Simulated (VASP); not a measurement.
Band structure of AlAs (space group P6_3mc). These are PBEsol GGA, VASP's PBE PAW potentials (set 64) (plane waves; VASP 6.6.1) values and carry that method's errors.

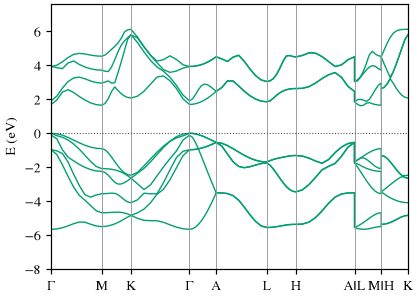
Figure: Bands along high-symmetry lines, zero at the valence-band maximum or, without a gap, the Fermi level

**Question.** Read the plot: is there a gap, and where are the band edges?

**Answer.** The gap is indirect, 1.62 eV, from the valence maximum at Γ to the conduction minimum at L-M at 0.22. (Edges off the drawn lines would not show.)

The structure comes from a computed database's AlAs entry (P6_3mc); how it stands against other phases isn't given here. It was relaxed first.
